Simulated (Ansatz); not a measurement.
**AlBFH5O: density, localisation and related maps**

```yaml
atoms:
  - { symbol: B, position_ang: [0.1777, -0.3062, 0.1828] }
  - { symbol: H, position_ang: [-0.3805, 0.5867, 0.7581] }
  - { symbol: H, position_ang: [1.2577, -0.1365, -0.3035] }
  - { symbol: F, position_ang: [-0.7615, -0.8073, -0.9900] }
  - { symbol: O, position_ang: [0.1300, -1.6128, 0.9740] }
  - { symbol: Al, position_ang: [-0.8285, -2.5312, -0.3855] }
  - { symbol: H, position_ang: [0.0874, -3.4613, -1.2765] }
  - { symbol: H, position_ang: [-2.2631, -2.9034, 0.1846] }
  - { symbol: H, position_ang: [-0.3704, -1.4987, 1.7937] }
```

Level of theory: Ansatz 0.2.0, RKS PBE0-D4/6-31G*.

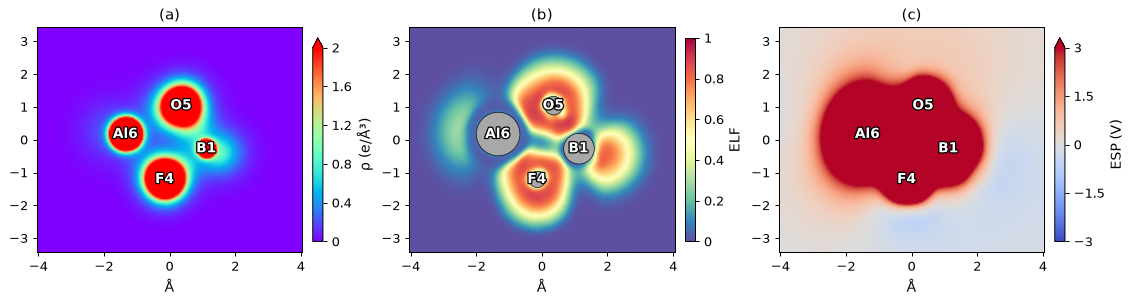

Figure 1. (a) total electron density; (b) ELF; (c) electrostatic potential on the plane of atoms F4, Al6 and O5. Grey discs cover the atomic cores in the ELF map.

> What do the fields say about this system?

- The section cuts through B, F, O and Al sites.
- B–O (1.53 Å): ρ at the midpoint is about 1.4 e/Å³; the ELF peaks at about 0.90 between the atoms: a polar covalent bond.
- B–F (1.58 Å): ρ is about 1 e/Å³ halfway; the ELF peaks at about 0.85 between the atoms (a polar covalent bond).
- Al–F (1.83 Å): the density is about 0.53 e/Å³ at the midpoint; the ELF peaks at about 0.85 in the valence shell of F, 0.6 Å from its nucleus, and is about 0.25 at the midpoint.
- Al–O (1.90 Å): ρ at the midpoint is about 0.55 e/Å³; the ELF peaks at about 0.90 in the valence shell of O, 0.6 Å from its nucleus, and is about 0.50 at the midpoint.
- The ELF also peaks beside F4, away from the bonds: lone-pair regions.
- Outside the dense part of the molecule the potential is most negative (−0.6 V) near F4.

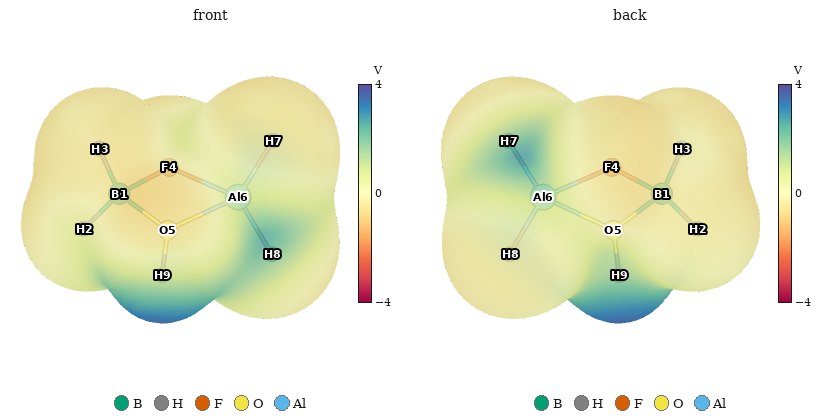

Figure 2. The electrostatic potential painted on the density surface at 0.002 e/bohr³, seen from the front and from behind; the colour scale runs from red (negative) to blue (positive).

> Where is the surface potential most negative and most positive?

The most negative region (about −0.7 V) lies over O5, the most positive (about +3.5 V) over H9.

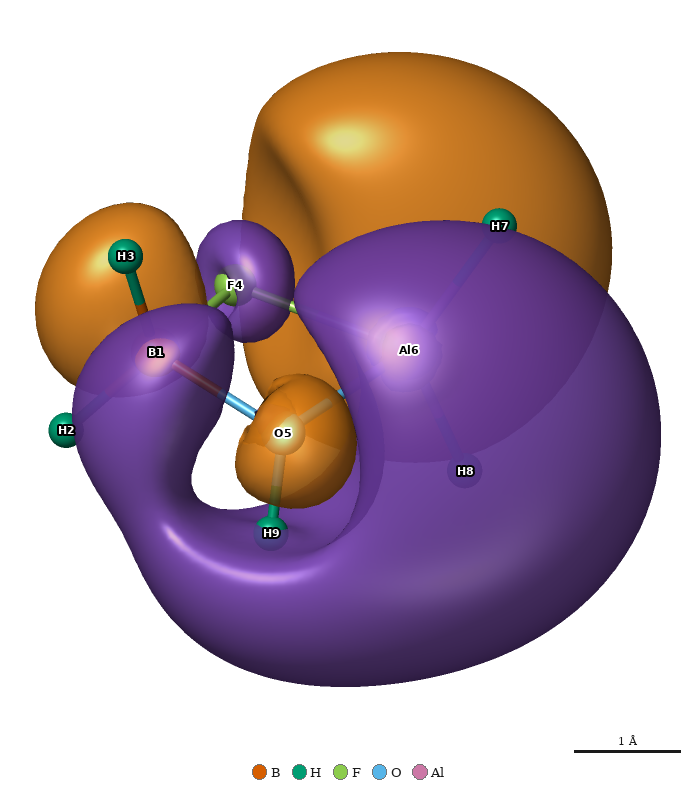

Figure 3. The LUMO at ±0.06 Å⁻³ᐟ² (orange and purple are the two phases), seen at a tilt.

> Describe this orbital and give its energy.

Its weight (Hirshfeld) is mainly on Al6 (about 65 %), O5 (about 10 %), H9 (about 5 %) and B1 (about 5 %). Its energy is −0.37 eV.
